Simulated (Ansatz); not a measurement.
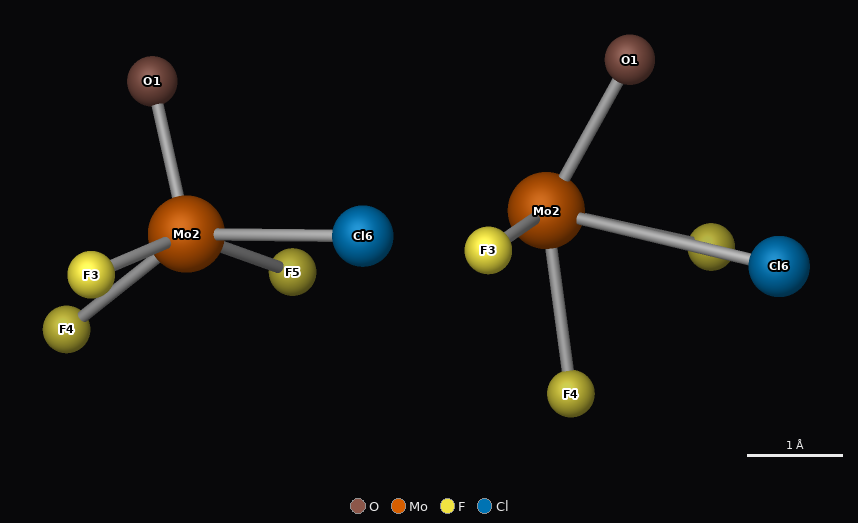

Two geometries of MoOClF$_{3}$ (coarse preliminary run), drawn at one scale. One is the start of a relaxation, the other its converged end. A ball-and-stick model, seen at a tilt.

Theory: RKS PBE-D4/def2-SVP in Ansatz 0.2.0. Settings: force threshold 0.03 eV/Å; at most 200 steps.

Question: Which one is relaxed?

Answer: The left one is the relaxed one. The start comes from a force field. Over 10 geometry steps the energy falls by 149.2 kcal/mol. Largest force component: 11 eV/Å at the start, 0.021 eV/Å at the end. The largest move after the best rigid fit is that of F4, 1.15 Å. By element the largest moves are F 1.15 Å, Mo 0.85 Å, O 0.67 Å, Cl 0.55 Å. Some distances before and after: Mo2–Cl6 2.827 → 2.291 Å, O1–Mo2 1.882 → 1.665 Å, Mo2–F5 2.045 → 1.857 Å, Mo2–F4 1.946 → 1.857 Å. Bond angles that change, for instance: F4–Mo2–Cl6 72.2° → 146.7°, O1–Mo2–Cl6 69.6° → 105.6°, O1–Mo2–F4 141.5° → 107.6°.
